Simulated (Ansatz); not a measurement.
# CH7BGa2: the cost of one run

All numbers below are computed with Ansatz 0.2.0 (RKS PBE0/def2-SVP).

### Step 1. The starting structure

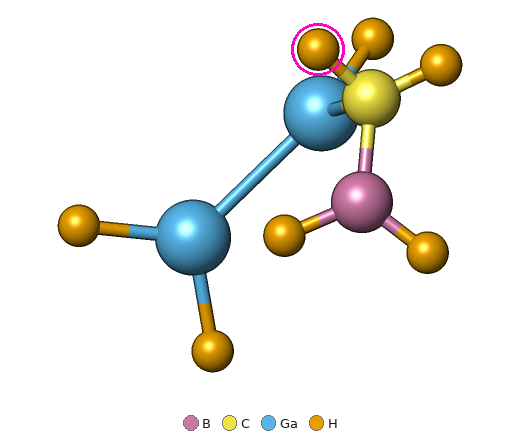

The starting structure, seen from a free direction (boron pink, carbon yellow, gallium blue, hydrogen amber). Ringed: H8.

Structure file:

```xyz
11

B    -0.9240    1.2810   -0.2092
C     0.5079    1.5492    0.2182
Ga    0.9513   -0.4352    0.8404
Ga   -0.1699   -2.2793   -0.5096
H    -1.1144    0.5765   -1.1551
H    -1.8433    1.6095    0.4407
H     0.7053    2.2537    1.0296
H     1.2512    1.6805   -0.5802
H     2.0133   -0.5210    2.1433
H     0.3127   -2.8642   -1.9767
H    -1.6900   -2.8507   -0.2413
```

### Step 2. End point A

Input file input.yaml:

```yaml
crystal:
  periodic: [false, false, false]
  atoms:
    - { symbol: B, position_ang: [-0.92403, 1.28097, -0.20921] }
    - { symbol: C, position_ang: [0.5079, 1.5492, 0.2182] }
    - { symbol: Ga, position_ang: [0.9513, -0.43516, 0.84042] }
    - { symbol: Ga, position_ang: [-0.16987, -2.27926, -0.50959] }
    - { symbol: H, position_ang: [-1.1144, 0.57647, -1.15513] }
    - { symbol: H, position_ang: [-1.84333, 1.60953, 0.44067] }
    - { symbol: H, position_ang: [0.70529, 2.25369, 1.02956] }
    - { symbol: H, position_ang: [1.25123, 1.68048, -0.58018] }
    - { symbol: H, position_ang: [2.01326, -0.52104, 2.14328] }
    - { symbol: H, position_ang: [0.31266, -2.8642, -1.97674] }
    - { symbol: H, position_ang: [-1.69001, -2.85069, -0.24128] }
basis:
  gaussian: { orbitals: def2-SVP }
hamiltonian:
  xc: pbe0
relax:
  f_tol: 0.02
  max_steps: 50
```

Launch:

```bash
$ ansatz run input.yaml --threads 2 --pin off --max-ram 3072MiB --backend cpu --events-out ev --progress --plain --runs-dir out
```

Q: Estimate wall time and peak memory on 2 threads of Intel Xeon 6975P-C (Granite Rapids), shared host.

About 34 s, with a peak of 0.36 GiB.
